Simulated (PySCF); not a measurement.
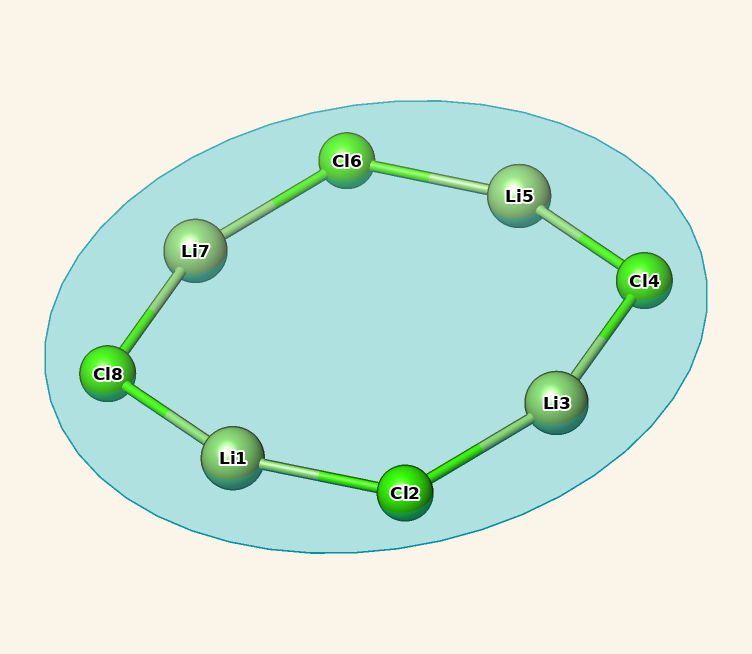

A disc through the centre of mass is drawn in. Depth is shown by fading: the farther an atom, the more it takes the colour of the background. The geometry was computed by an optimisation with PBE0-D3(BJ)/def2-SVP. No frequency run is at hand to confirm it as a minimum.

Q: Is the plane of the disc a mirror plane of the structure?

A: Yes. The reflection leaves Li1, Cl2, Li3, Cl4, Li5, Cl6, Li7, Cl8 in place. The point group is D2h.
